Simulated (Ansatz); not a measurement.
Computed energy against volume: Hf3N4 (space group I-43d)

Hf₃N₄ (space group I-43d)

```
CELL_PARAMETERS angstrom
     -3.36712     3.36712     3.36712
      3.36712    -3.36712     3.36712
      3.36712     3.36712    -3.36712
ATOMIC_POSITIONS crystal
  Hf 0.87500 0.25000 0.12500
  Hf 0.75000 0.37500 0.62500
  Hf 0.62500 0.75000 0.37500
  Hf 0.25000 0.12500 0.87500
  Hf 0.12500 0.87500 0.25000
  Hf 0.37500 0.62500 0.75000
  N  0.50000 0.00000 0.63303
  N  0.00000 0.13303 0.50000
  N  0.86697 0.86697 0.86697
  N  0.13303 0.50000 0.00000
  N  0.00000 0.63303 0.50000
  N  0.50000 0.00000 0.13303
  N  0.63303 0.50000 0.00000
  N  0.36697 0.36697 0.36697
```

The volume is varied about the relaxed value V₀ at fixed cell shape. The atoms relax within the cell's symmetry.

Method: PBE (plane waves to 420 eV, PAW, scalar-relativistic; Ansatz, an electronic-structure program). k mesh 6×6×6 (Γ-centred), Fermi-Dirac smearing 0.05 eV. E stands for the smeared free energy. Hf3N4 is run without spin polarisation. Hf3N4 was relaxed with its symmetry unable to fall. Spin-orbit coupling is left out, though Hf is heavy. The zero of ΔE is the relaxed starting cell.

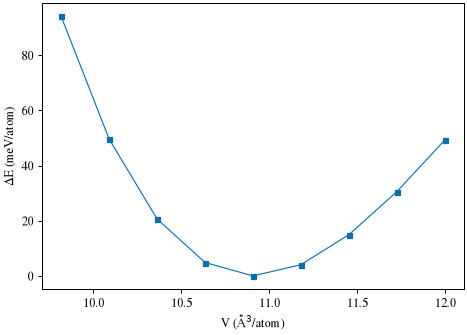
Figure: ΔE (meV/atom) against V (Å³/atom); one marker a computed point.

The pressure at the smallest volume comes out as 31.2 GPa, the pressure derivative B₀′ (fit) is 8.4 and the equilibrium volume of the fit is 10.91 Å³/atom. The energy cost of the largest expansion is 49.3 meV/atom. The energy cost of the largest compression is 94.1 meV/atom.

(Under strain, the slope of the energy per volume gives the stress and its curvature an elastic modulus.)
